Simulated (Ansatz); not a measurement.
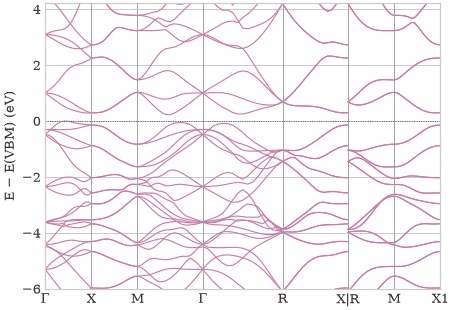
Fig. 1. Band structure from PBE in the plane-wave PAW code Ansatz

The gap is 0.22 eV; an edge lies off the plotted path or next to a special point (maximum on the Γ–X line, 45 % of the way from Γ, minimum off the standard path).

The material is SiRu in space group P2_13 (No. 198; Si on 4a, Ru on 4a).

The PBE relaxation kept the symmetry of its start. No spin polarisation was allowed. Spin–orbit coupling is left out wherever it is not named.

Potentials: the earlier of the program's two PAW sets.
